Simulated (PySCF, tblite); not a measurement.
# C5H2ClN: dynamics, then NMR shifts and electronic excitations on frames, part 1 of 2

Aim: move C5H2ClN (`C=C1C(Cl)=C1C#N`) away from its starting geometry and see how NMR shifts and electronic excitations follow the geometry.

The runs use tblite 0.8.0 and PySCF 2.14.0, with density-fitted response routines of our own; the level of theory stands in each step. All values are computed, except where a source is named. Atoms are numbered from 0 throughout.

**1. Starting geometry**

9 atoms, charge 0, multiplicity 1; geometry from: GFN2-xTB.

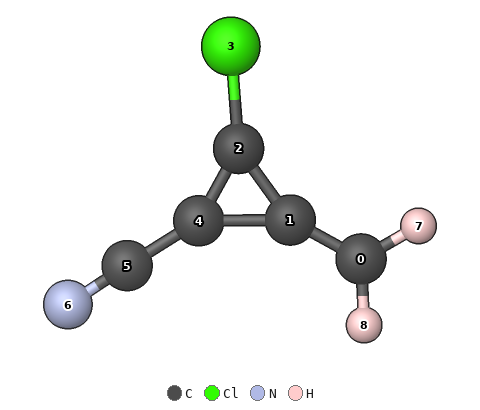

The starting geometry (carbon dark grey, chlorine green, nitrogen light blue, hydrogen pink), atoms numbered.

**2. A short Langevin run with GFN2-xTB**

The job: settings as JSON, then the geometry in Å.

```
{"job": {"kind": "md", "xc": "GFN2-xTB", "basis": "xTB", "temperature": 200, "steps": 2000, "every": 50, "frames": 5}, "charge": 0, "multiplicity": 1}
C     -0.793611    -1.281153    -0.995717
C     -0.387378    -0.207456    -0.366240
C     -0.438282     1.177561    -0.004854
Cl    -1.182560     2.659920    -0.158223
C      0.550175     0.468498     0.562962
C      1.641919     0.380932     1.389688
N      2.559831     0.283244     2.077003
H     -1.644633    -1.250611    -1.653314
H     -0.291900    -2.224941    -0.876485
```

Method: GFN2-xTB Langevin dynamics, gas phase.

Launch:

```sh
$ OMP_NUM_THREADS=1 python probes_run.py task.json out
```

The driver reads the jobs from task.json and runs them one after another.

Output:

```text
t/fs     T/K      E/eV
    0.0   186.1   -517.97127
   25.0   123.9   -517.90972
   50.0   184.6   -517.92876
   75.0   114.4   -517.83270
  100.0   161.3   -517.82807
  125.0   175.9   -517.77497
  150.0   228.3   -517.78324
  175.0   189.0   -517.77590
  200.0   250.8   -517.87216
  225.0   185.8   -517.71916
  250.0   274.7   -517.76095
  275.0   287.9   -517.76762
  300.0   242.4   -517.63990
  325.0   248.8   -517.72390
  350.0   208.3   -517.72938
  375.0   178.5   -517.71601
  400.0   208.7   -517.78795
  425.0   139.6   -517.74125
  450.0   204.4   -517.82720
  475.0   131.1   -517.75234
  500.0   245.1   -517.80473
  525.0   234.1   -517.76950
  550.0   137.8   -517.69970
  575.0   235.1   -517.89633
  600.0   222.4   -517.83411
  625.0   152.0   -517.78917
  650.0   182.9   -517.85562
  675.0   171.9   -517.86555
  700.0   179.9   -517.79218
  725.0   202.8   -517.83414
  750.0   109.4   -517.76759
  775.0   166.0   -517.80020
  800.0   196.2   -517.80667
  825.0   205.0   -517.79562
  850.0   194.7   -517.78238
  875.0   196.0   -517.76857
  900.0   277.7   -517.79572
  925.0   250.8   -517.77855
  950.0   259.3   -517.76221
  975.0   326.9   -517.81032
 1000.0   246.6   -517.73643
```

Wall time 7.5 s (1 thread of Arm Neoverse V2, shared host); peak memory 0.18 GiB.

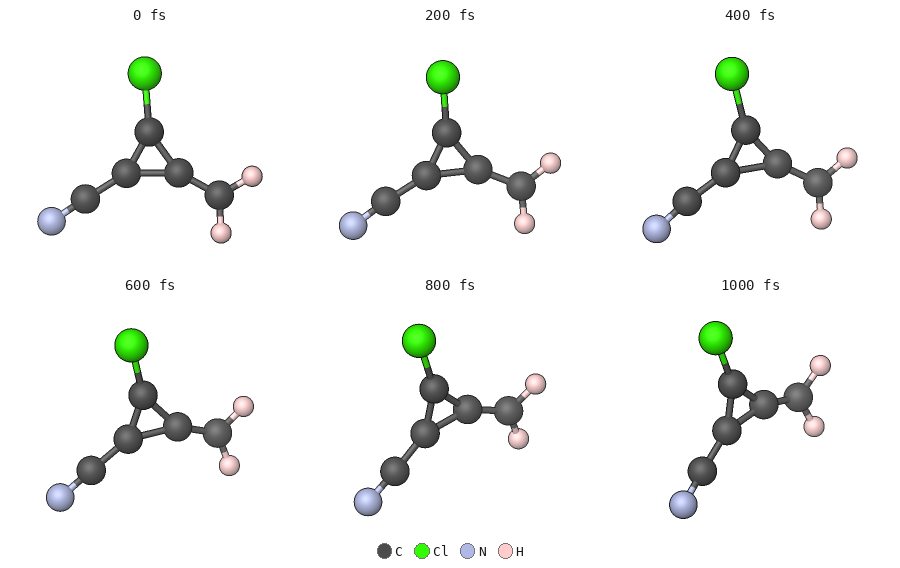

Frames of the run.

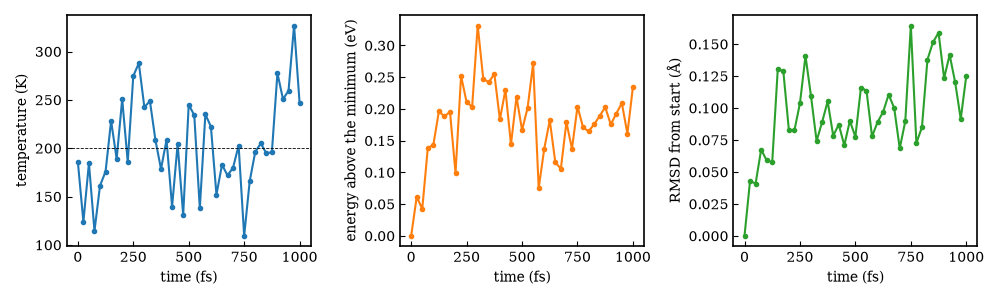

Temperature, potential energy and distance from the start.

Positions (Å) and forces (eV/Å) at 1000 fs:

```xyz
9

C    -2.591   -0.116    0.611   -0.801   -1.546   -0.398
C    -1.394    0.415    0.539   -2.845   -0.728   -0.014
C    -0.648    1.577    0.307    1.111    0.870   -0.354
Cl   -0.555    3.154   -0.222    0.019   -0.089    0.084
C     0.019    0.474    0.722    1.060    0.474    0.458
C     1.202   -0.105    1.068    1.658   -0.385   -0.443
N     2.283   -0.525    1.136   -1.142    0.268    0.279
H    -3.481    0.343    0.168    0.621    0.077    0.469
H    -2.751   -1.188    0.872    0.319    1.058   -0.080
```

**3. NMR shieldings: 250 fs, PBE0/pcSseg-1**

The job: settings as JSON, then the geometry in Å.

```
{"job": {"kind": "nmr", "xc": "PBE0", "basis": "pcSseg-1", "pop": false}, "charge": 0, "multiplicity": 1}
C     -1.179400    -1.522700    -0.513800
C     -0.541700    -0.379700    -0.256700
C     -0.296600     1.018000    -0.099100
Cl    -0.952500     2.541500    -0.396000
C      0.451900     0.254900     0.665500
C      1.616700     0.069500     1.360000
N      2.557900    -0.142500     1.984500
H     -2.096900    -1.518900    -1.085200
H     -0.899000    -2.454400    -0.089400
```

Level: GIAO PBE0/pcSseg-1 NMR shielding, non-relativistic, gas phase.

Output:

```text
coarse grid: 9360 points
cycle   1  E = -705.9231083909  dE =  1.444e+00  |g| = 5.338e-01  |ddm| = 3.297e+00
cycle   2  E = -705.6452578635  dE =  2.779e-01  |g| = 1.193e+00  |ddm| = 1.750e+00
cycle   3  E = -705.9939706869  dE = -3.487e-01  |g| = 1.362e-01  |ddm| = 1.237e+00
cycle   4  E = -705.9974510251  dE = -3.480e-03  |g| = 7.198e-02  |ddm| = 1.878e-01
cycle   5  E = -705.9986105964  dE = -1.160e-03  |g| = 2.132e-02  |ddm| = 8.037e-02
cycle   6  E = -705.9987162679  dE = -1.057e-04  |g| = 5.551e-03  |ddm| = 2.766e-02
cycle   7  E = -705.9987233356  dE = -7.068e-06  |g| = 1.463e-03  |ddm| = 7.567e-03
final grid: 89528 points
cycle   8  E = -706.0398349257  dE = -2.033e-05  |g| = 5.484e-03  |ddm| = 3.272e-02
cycle   9  E = -706.0398285312  dE =  6.395e-06  |g| = 7.309e-03  |ddm| = 1.335e-02
cycle  10  E = -706.0398408930  dE = -1.236e-05  |g| = 1.937e-03  |ddm| = 8.922e-03
cycle  11  E = -706.0398417392  dE = -8.462e-07  |g| = 4.970e-04  |ddm| = 2.027e-03
cycle  12  E = -706.0398417910  dE = -5.184e-08  |g| = 1.828e-04  |ddm| = 6.462e-04
cycle  13  E = -706.0398417979  dE = -6.925e-09  |g| = 5.623e-05  |ddm| = 1.905e-04
cycle  14  E = -706.0398417987  dE = -7.824e-10  |g| = 9.965e-06  |ddm| = 6.652e-05
converged SCF energy = -706.0398417987

GIAO shielding tensors (ppm)
atom      isotropic    diamagn.    paramagn.     s11        s22        s33       span
  0 C      107.118     254.698    -147.580     24.839    113.835    182.679    157.840
  1 C       58.088     253.638    -195.549    -50.363     39.083    185.545    235.908
  2 C       36.911     248.515    -211.604    -59.649     42.150    128.232    187.881
  3 Cl     654.657    1146.270    -491.614    269.619    780.071    914.280    644.661
  4 C       63.871     251.240    -187.369    -22.489     32.431    181.672    204.161
  5 C       75.195     259.488    -184.293    -39.943    -31.392    296.921    336.864
  6 N     -100.231     339.843    -440.074   -233.022   -223.232    155.562    388.584
  7 H       26.929      28.502      -1.573     24.322     25.611     30.855      6.533
  8 H       27.173      30.113      -2.939     24.607     26.181     30.732      6.126
```

Run time: 13 s. Hardware: 1 thread of Arm Neoverse V2, shared host; peak memory 0.64 GiB.

The references, computed at this level on geometries of the same kind, shield at (ppm): 1H TMS 31.72, 13C TMS 186.9, 15N NH3 267.7, 35Cl HCl 950. Their shielding less the atom's gives the shift. The references are single molecules in the gas phase, so shifts against H2O, NH3, PH3, H3PO4 or CFCl3 are not on the usual liquid scales and can be off by tens of ppm. Each atom is listed at this fixed geometry, with no averaging over motion; a spectrum would average atoms that exchange fast.

```
atoms                         environment  σ (ppm)  δ (ppm)
   C2     fully substituted alkene carbon     36.9    150.0
   C1     fully substituted alkene carbon     58.1    128.8
   C4     fully substituted alkene carbon     63.9    123.1
   C5                      nitrile carbon     75.2    111.7
   C0                terminal =CH2 carbon    107.1     79.8
   H7  hydrogen on a terminal =CH2 carbon    26.93     4.79
   H8  hydrogen on a terminal =CH2 carbon    27.17     4.54
  Cl3                chlorine bonded to C      655      295
   N6                    nitrile nitrogen   -100.2    368.0
```

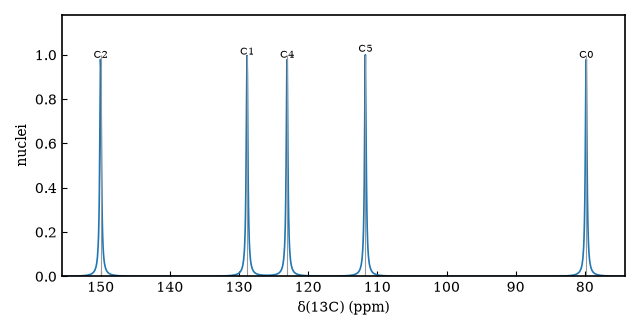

13C lines at the computed shifts, without couplings. Lines are broadened to a width of 0.28 ppm (Lorentzian).

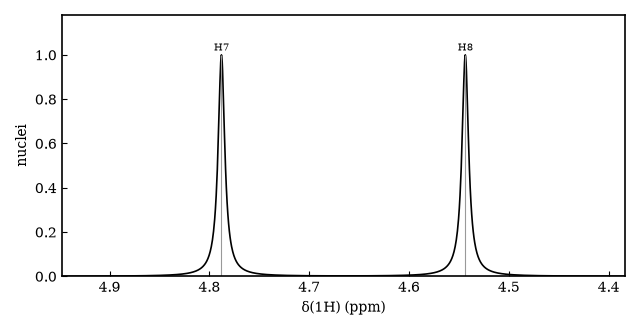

1H lines at the computed shifts, without couplings. Lines are broadened to a width of 0.01 ppm (Lorentzian).

Ring of atoms C1, C2, C4: NICS(0) -25.1, NICS(1) -6.3, NICS(1)zz -8.0 ppm (means of both faces).

The fields below are evaluated on a grid from the run's orbitals.

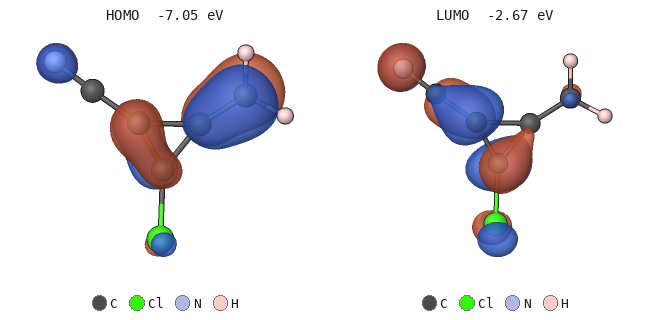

PBE0/pcSseg-1 orbitals near the gap, drawn at the value that encloses 70 % of each; the two colours are the two signs.

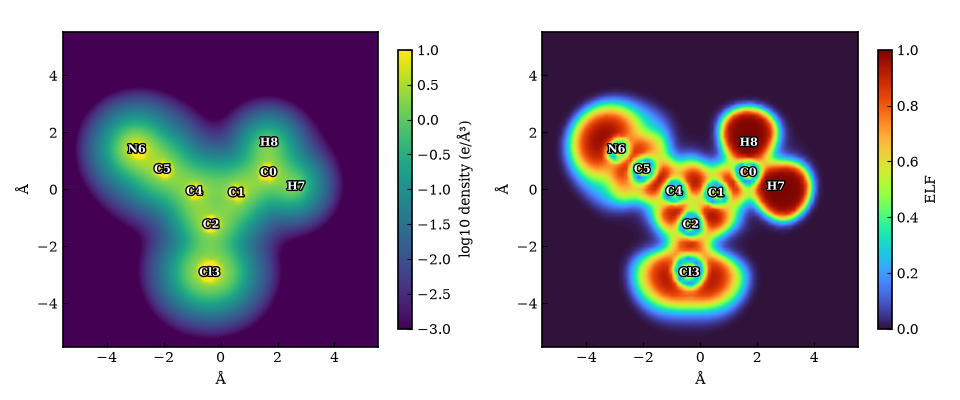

Density (left) and ELF (right) in a plane through or near 9 of the atoms.

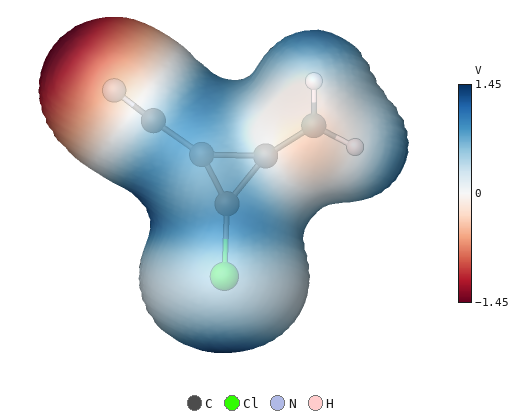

The potential that a unit positive charge feels on the 0.002 e/bohr³ surface, from the 1st to the 99th percentile, from -1.45 V near N6 to 1.18 V near Cl3.

**4. Ultraviolet spectrum: 250 fs, PBE0/def2-SVPD**

Same as in step 3 but for these lines:

```diff
@@ -1,2 +1,2 @@
-{"job": {"kind": "nmr", "xc": "PBE0", "basis": "pcSseg-1", "pop": false}, "charge": 0, "multiplicity": 1}
+{"job": {"kind": "uv", "xc": "PBE0", "basis": "def2-SVPD", "nstates": 5, "ntriplets": 0}, "charge": 0, "multiplicity": 1}
 C     -1.179400    -1.522700    -0.513800
```

Level: TDDFT PBE0/def2-SVPD, vertical, gas phase, core orbitals frozen in the response.

Output:

```text
coarse grid: 9360 points
cycle   1  E = -705.6268112071  dE =  1.387e+00  |g| = 5.153e-01  |ddm| = 5.963e+00
cycle   2  E = -705.3564750737  dE =  2.703e-01  |g| = 1.163e+00  |ddm| = 2.940e+00
cycle   3  E = -705.6949249546  dE = -3.384e-01  |g| = 1.309e-01  |ddm| = 1.962e+00
cycle   4  E = -705.6982669354  dE = -3.342e-03  |g| = 6.952e-02  |ddm| = 3.385e-01
cycle   5  E = -705.6993899962  dE = -1.123e-03  |g| = 2.035e-02  |ddm| = 1.272e-01
cycle   6  E = -705.6994910133  dE = -1.010e-04  |g| = 4.923e-03  |ddm| = 4.935e-02
cycle   7  E = -705.6994967494  dE = -5.736e-06  |g| = 1.391e-03  |ddm| = 1.205e-02
final grid: 89528 points
cycle   8  E = -705.7801203163  dE = -1.401e-05  |g| = 4.887e-03  |ddm| = 6.014e-02
cycle   9  E = -705.7801136990  dE =  6.617e-06  |g| = 7.116e-03  |ddm| = 2.543e-02
cycle  10  E = -705.7801261205  dE = -1.242e-05  |g| = 1.573e-03  |ddm| = 1.612e-02
cycle  11  E = -705.7801267212  dE = -6.007e-07  |g| = 3.744e-04  |ddm| = 2.973e-03
cycle  12  E = -705.7801267536  dE = -3.236e-08  |g| = 1.256e-04  |ddm| = 7.451e-04
cycle  13  E = -705.7801267569  dE = -3.271e-09  |g| = 4.513e-05  |ddm| = 2.561e-04
cycle  14  E = -705.7801267574  dE = -5.169e-10  |g| = 8.217e-06  |ddm| = 9.776e-05
converged SCF energy = -705.7801267574

Static polarisability (au): isotropic 82.495, principal 46.330 91.062 110.094

Singlet excitations
state   eV       nm        f      main configurations
  1   3.4908    355.2   0.07127   H->L 0.97
  2   4.9229    251.9   0.00040   H-1->L 0.87, H->L+1 0.08
  3   5.1880    239.0   0.01161   H->L+1 0.86, H-1->L 0.09
  4   5.5777    222.3   0.00395   H-2->L 0.87
  5   5.9721    207.6   0.00584   H->L+2 0.91
```

Wall time 17 s (1 thread of Arm Neoverse V2, shared host); peak memory 0.73 GiB.

The orbitals next to the gap, with their largest atomic shares:

```
orbital      eV                       atoms
 HOMO−3  -10.13  Cl3 39 %, N6 14 %, C1 13 %
 HOMO−2   -9.90  Cl3 42 %, N6 18 %, C5 12 %
 HOMO−1   -9.31  C1 21 %, N6 16 %, Cl3 14 %
   HOMO   -7.08   C0 36 %, C1 23 %, C4 12 %
   LUMO   -2.72   C2 26 %, C4 24 %, N6 17 %
 LUMO+1   -0.66  Cl3 28 %, N6 21 %, C5 18 %
 LUMO+2    0.18  Cl3 27 %, C5 18 %, N6 14 %
```

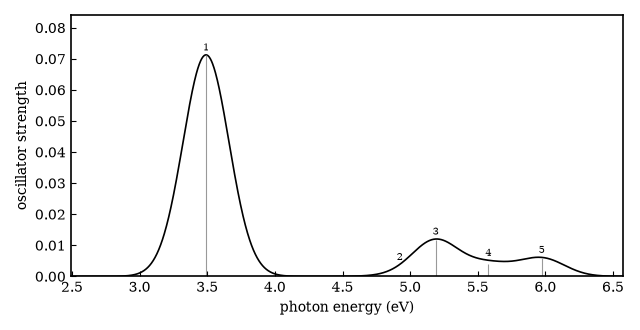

Absorption spectrum from the 5 singlet states computed; above the last one it falls off for lack of states. Lines are broadened to a width of 0.40 eV (Gaussian).

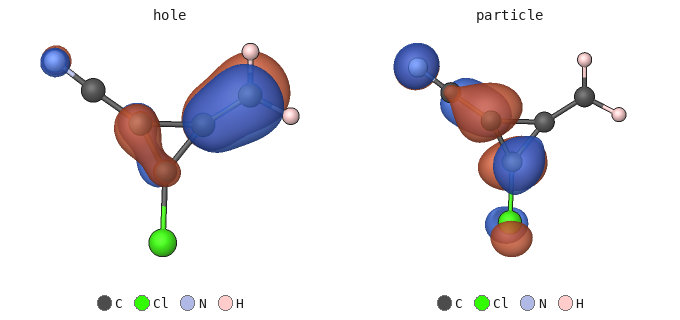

Leading natural transition orbitals of singlet state 1: the electron leaves the hole (left) for the particle orbital (right).

Further results of this job:

```
           property  computed
  dipole moment (D)      3.04
polarisability (Å³)     12.22
 HOMO–LUMO gap (eV)      4.35
      −ε(HOMO) (eV)      7.08
```

**5. Nuclear shieldings: 425 fs, PBE0/pcSseg-1**

The job: settings as JSON, then the geometry in Å.

```
{"job": {"kind": "nmr", "xc": "PBE0", "basis": "pcSseg-1", "pop": false}, "charge": 0, "multiplicity": 1}
C     -1.381100    -1.500000    -0.547700
C     -0.710000    -0.428700    -0.149700
C     -0.335500     0.956100    -0.092900
Cl    -0.777300     2.538300    -0.377000
C      0.589400     0.103400     0.336700
C      1.671800    -0.180700     1.061900
N      2.562000    -0.333900     1.744700
H     -2.237300    -1.371600    -1.120000
H     -1.015900    -2.497100    -0.463900
```

Level: GIAO PBE0/pcSseg-1 NMR shielding, non-relativistic, gas phase.

Output:

```text
coarse grid: 9360 points
cycle   1  E = -705.9187978528  dE =  1.557e+00  |g| = 5.414e-01  |ddm| = 3.342e+00
cycle   2  E = -705.6485227215  dE =  2.703e-01  |g| = 1.180e+00  |ddm| = 1.815e+00
cycle   3  E = -705.9916471643  dE = -3.431e-01  |g| = 1.393e-01  |ddm| = 1.274e+00
cycle   4  E = -705.9954080346  dE = -3.761e-03  |g| = 7.180e-02  |ddm| = 1.999e-01
cycle   5  E = -705.9965741396  dE = -1.166e-03  |g| = 2.158e-02  |ddm| = 8.419e-02
cycle   6  E = -705.9966807675  dE = -1.066e-04  |g| = 5.810e-03  |ddm| = 2.810e-02
cycle   7  E = -705.9966883626  dE = -7.595e-06  |g| = 1.487e-03  |ddm| = 7.669e-03
final grid: 89528 points
cycle   8  E = -706.0376825747  dE = -2.108e-05  |g| = 5.798e-03  |ddm| = 3.516e-02
cycle   9  E = -706.0376745332  dE =  8.041e-06  |g| = 7.973e-03  |ddm| = 1.437e-02
cycle  10  E = -706.0376893257  dE = -1.479e-05  |g| = 1.971e-03  |ddm| = 9.541e-03
cycle  11  E = -706.0376902146  dE = -8.889e-07  |g| = 4.666e-04  |ddm| = 2.101e-03
cycle  12  E = -706.0376902613  dE = -4.670e-08  |g| = 1.691e-04  |ddm| = 6.558e-04
cycle  13  E = -706.0376902669  dE = -5.605e-09  |g| = 6.161e-05  |ddm| = 1.886e-04
cycle  14  E = -706.0376902678  dE = -9.247e-10  |g| = 1.104e-05  |ddm| = 7.092e-05
converged SCF energy = -706.0376902678

GIAO shielding tensors (ppm)
atom      isotropic    diamagn.    paramagn.     s11        s22        s33       span
  0 C      111.741     255.013    -143.272     28.339    119.818    187.066    158.727
  1 C       59.036     254.058    -195.022    -51.234     43.875    184.466    235.701
  2 C       34.472     248.215    -213.743    -66.026     35.913    133.528    199.554
  3 Cl     673.145    1146.636    -473.492    297.649    847.007    874.779    577.130
  4 C       68.561     249.205    -180.644    -18.492     35.111    189.065    207.557
  5 C       77.905     259.317    -181.412    -35.952    -27.172    296.840    332.792
  6 N      -93.892     341.077    -434.969   -222.139   -216.320    156.782    378.922
  7 H       27.900      29.850      -1.950     25.349     26.469     31.882      6.534
  8 H       27.307      29.944      -2.637     24.720     26.087     31.115      6.394
```

Run time: 8.9 s. Hardware: 1 thread of Arm Neoverse V2, shared host; peak memory 0.71 GiB.

In short: δ C2 152.5, C1 127.9, C4 118.4, C5 109.0, H8 4.41, H7 3.82 ppm.

**6. Ultraviolet spectrum: 425 fs, PBE0/def2-SVPD**

Same as in step 5 but for these lines:

```diff
@@ -1,2 +1,2 @@
-{"job": {"kind": "nmr", "xc": "PBE0", "basis": "pcSseg-1", "pop": false}, "charge": 0, "multiplicity": 1}
+{"job": {"kind": "uv", "xc": "PBE0", "basis": "def2-SVPD", "nstates": 5, "ntriplets": 0}, "charge": 0, "multiplicity": 1}
 C     -1.381100    -1.500000    -0.547700
```

Level: TDDFT PBE0/def2-SVPD, vertical, gas phase, core orbitals frozen in the response.

Output:

```text
coarse grid: 9360 points
cycle   1  E = -705.6216135534  dE =  1.500e+00  |g| = 5.223e-01  |ddm| = 6.444e+00
cycle   2  E = -705.3585336671  dE =  2.631e-01  |g| = 1.150e+00  |ddm| = 2.809e+00
cycle   3  E = -705.6915925140  dE = -3.331e-01  |g| = 1.340e-01  |ddm| = 1.897e+00
cycle   4  E = -705.6951999752  dE = -3.607e-03  |g| = 6.952e-02  |ddm| = 3.303e-01
cycle   5  E = -705.6963335296  dE = -1.134e-03  |g| = 2.072e-02  |ddm| = 1.308e-01
cycle   6  E = -705.6964370410  dE = -1.035e-04  |g| = 5.141e-03  |ddm| = 4.933e-02
cycle   7  E = -705.6964432060  dE = -6.165e-06  |g| = 1.418e-03  |ddm| = 1.297e-02
final grid: 89528 points
cycle   8  E = -705.7771363356  dE = -1.457e-05  |g| = 5.182e-03  |ddm| = 6.311e-02
cycle   9  E = -705.7771283423  dE =  7.993e-06  |g| = 7.680e-03  |ddm| = 2.784e-02
cycle  10  E = -705.7771428243  dE = -1.448e-05  |g| = 1.602e-03  |ddm| = 1.766e-02
cycle  11  E = -705.7771434551  dE = -6.308e-07  |g| = 3.536e-04  |ddm| = 3.239e-03
cycle  12  E = -705.7771434846  dE = -2.951e-08  |g| = 1.196e-04  |ddm| = 7.207e-04
cycle  13  E = -705.7771434874  dE = -2.759e-09  |g| = 5.067e-05  |ddm| = 2.378e-04
cycle  14  E = -705.7771434880  dE = -6.462e-10  |g| = 9.335e-06  |ddm| = 1.060e-04
converged SCF energy = -705.7771434880

Static polarisability (au): isotropic 81.464, principal 45.804 90.715 107.873

Singlet excitations
state   eV       nm        f      main configurations
  1   3.5777    346.5   0.07755   H->L 0.96
  2   5.0954    243.3   0.00213   H-1->L 0.67, H->L+1 0.26
  3   5.2543    236.0   0.00010   H->L+1 0.71, H-1->L 0.26
  4   5.6569    219.2   0.00269   H-2->L 0.86
  5   5.9276    209.2   0.01493   H->L+2 0.74, H->L+3 0.19
```

It took 13 s on 1 thread of Arm Neoverse V2, shared host; peak memory 0.74 GiB.

In short: HOMO -7.01 eV, LUMO -2.59 eV; lowest singlet 3.58 eV.

(Continued in part 2 of 2.)
